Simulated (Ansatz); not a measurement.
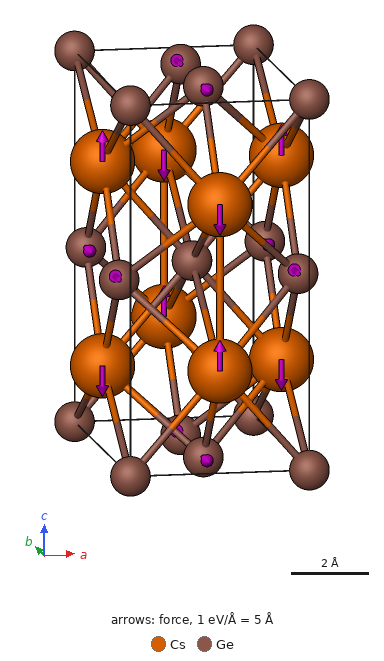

Starting geometry of solid Cs2Ge3 (a generated structure, set up in Immm) with the computed forces as purple arrows. Style: ball-and-stick. Shown: the conventional cell (2 times the calculation's cell), slightly off an axis. Lengths and directions refer to the drawn axes.

Level of theory: Ansatz, DFT PBE, scalar-relativistic, plane waves, PAW.

Input
```yaml
crystal:
  lattice:
    - [-2.38578168, 3.95550757, 4.94228048]
    - [2.38578168, -3.95550757, 4.94228048]
    - [2.38578168, 3.95550757, -4.94228048]
  atoms:
    - { symbol: Cs, position: [0.7245, 0.2245, 0.5] }
    - { symbol: Cs, position: [0.2755, 0.7755, 0.5] }
    - { symbol: Ge, position: [0.0, 0.0, 0.0] }
    - { symbol: Ge, position: [0.70319999, 0.5, 0.20319999] }
    - { symbol: Ge, position: [0.29680001, 0.5, 0.79680001] }
basis:
  ecutwfc: 420
kpoints:
  mp_grid: { grid: [10, 10, 10] }
hamiltonian:
  xc: pbe
scf:
  occupations: { method: gaussian, width: 0.1 }
output:
  forces: true
  stress: true
  eigenvalues: true
relax:
  adjacent_minimum: "off"
  f_tol: 0.01
  max_steps: 80
  cell: { stress_tol: 0.05 }
```

Launched with:
```bash
ansatz run input.yaml --threads 1 --pin off --max-ram 2560MiB --backend cpu --events-out ev --progress --plain --runs-dir out
```

Is this structure relaxed? If not, where do the atoms go?

It isn't relaxed: the largest force vector, on Cs atoms, is 0.17 eV/Å. The atoms end up moving mostly along the starting forces (cosine between the two patterns 0.98). The energy falls by 584 meV per atom in 14 accepted moves (16 points after the start). The largest force component goes from 0.17 to 0.003 eV/Å. Pressure: −0.58 GPa at the start and 0.01 GPa at the end. At 2 points the geometry stayed and the basis and grid were re-selected for the new cell (energy shift of 2.5 meV per atom at most each time). The largest moves relative to the cell, 0.89 Å, are those of Ge4 and Ge5. Ge4 goes along +b. By element the largest moves are Ge 0.89 Å, Cs 0.57 Å. The volume changes by +4.9 %, with a 4.772 → 4.710 Å (−1.3 %), b 7.911 → 7.221 Å (−8.7 %), c 9.885 → 11.513 Å (+16.5 %). Near-neighbour distances that change, for instance: Ge4–Ge5 4.696 → 2.509 Å, Cs1–Ge3 3.620 → 4.421 Å, Ge3–Ge4 3.347 → 2.668 Å, Cs1–Cs2 4.438 → 4.031 Å. Bond angles that change, for instance: Cs1–Ge4–Cs2 98.5° → 142.9°, Cs1–Ge4–Cs2 127.5° → 105.5°, Cs1–Ge3–Cs1 82.4° → 64.4°. The space group stays Immm (No. 71). The run took 18 min on 1 thread of Intel(R) Xeon(R) Platinum 8488C (Sapphire Rapids), with other jobs on the host, peak memory 1.2 GiB.
